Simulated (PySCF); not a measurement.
## Electronic structure of C$_{9}$H$_{14}$Si in real space

| atom | x (Å) | y (Å) | z (Å) |
| --- | --- | --- | --- |
| C | 2.3173 | -1.4544 | -0.4873 |
| C | 1.8950 | -0.2263 | -0.1996 |
| C | 2.8560 | 0.9246 | -0.1124 |
| C | 0.4791 | 0.0579 | 0.0844 |
| C | 0.0975 | 0.9234 | 1.0354 |
| Si | -1.7254 | 1.1734 | 1.3962 |
| C | -2.4164 | -0.0158 | 0.0899 |
| C | -1.6688 | 0.2711 | -1.2204 |
| C | -0.5618 | -0.6742 | -0.7195 |
| C | -1.6245 | -1.3289 | 0.1829 |
| H | 1.6539 | -2.3016 | -0.5140 |
| H | 3.3574 | -1.6628 | -0.6748 |
| H | 3.8113 | 0.6581 | -0.5579 |
| H | 3.0309 | 1.1975 | 0.9280 |
| H | 2.4538 | 1.7971 | -0.6241 |
| H | 0.8509 | 1.4335 | 1.6188 |
| H | -2.1649 | 2.5506 | 1.1404 |
| H | -2.0868 | 0.7479 | 2.7539 |
| H | -3.5007 | -0.1007 | 0.0286 |
| H | -2.1792 | -0.1344 | -2.0941 |
| H | -1.3743 | 1.3004 | -1.4236 |
| H | -0.0987 | -1.3074 | -1.4764 |
| H | -1.2889 | -1.6498 | 1.1688 |
| H | -2.1245 | -2.1597 | -0.3157 |

Geometry: GFN2-xTB.

Theory: PBE0/pcSseg-1, SCF density, gas phase, non-relativistic in PySCF 2.14.0.

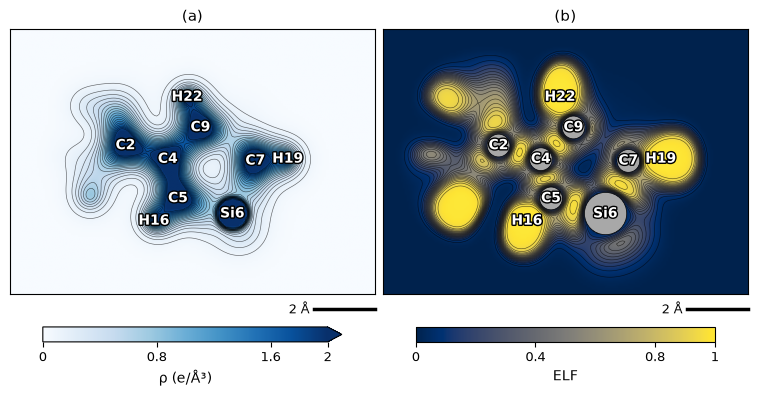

Figure 1. (a) electron density; (b) electron localisation function on the plane of atoms C4, C5 and H16. Grey discs cover the atomic cores in the ELF map.

Describe what can be read from this map.

The plane passes through C, Si and H nuclei. C–C (1.34 Å): ρ is about 2.2 e/Å³ halfway; the ELF peaks at about 0.90 between the atoms: a short, multiple covalent bond. C–Si (1.87 Å): ρ is about 0.94 e/Å³ halfway; the ELF peaks at about 0.95 between the atoms, as expected for a covalent bond. C–H (1.08 Å): the density is about 2 e/Å³ at the midpoint; the ELF climbs to about 1 towards the hydrogen, as it does in any bond to H: an ordinary covalent bond to hydrogen. C–C (1.47 Å): ρ is about 1.8 e/Å³ halfway; the ELF peaks at about 0.95 between the atoms (localised, covalent bonding).

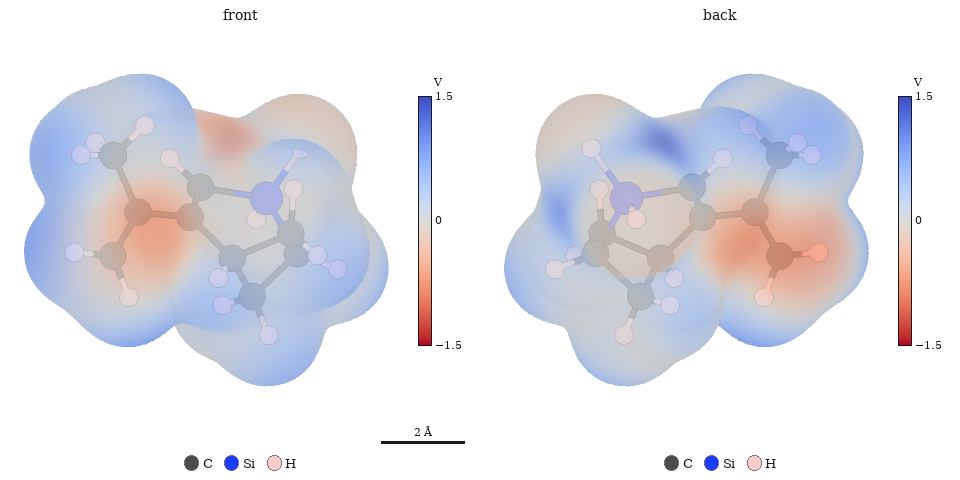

Figure 2. The molecular electrostatic potential painted on the density surface at 0.002 e/bohr³, seen from the front and from behind; the colour scale runs from red (negative) to blue (positive).

Which sites attract a positive test charge, and which a negative one?

A positive charge is drawn to the negative regions and a negative charge to the positive ones. The most negative region (about −0.7 V) lies over the π face of C1, C2, C4 and C5, the most positive (about +1.0 V) over Si6.
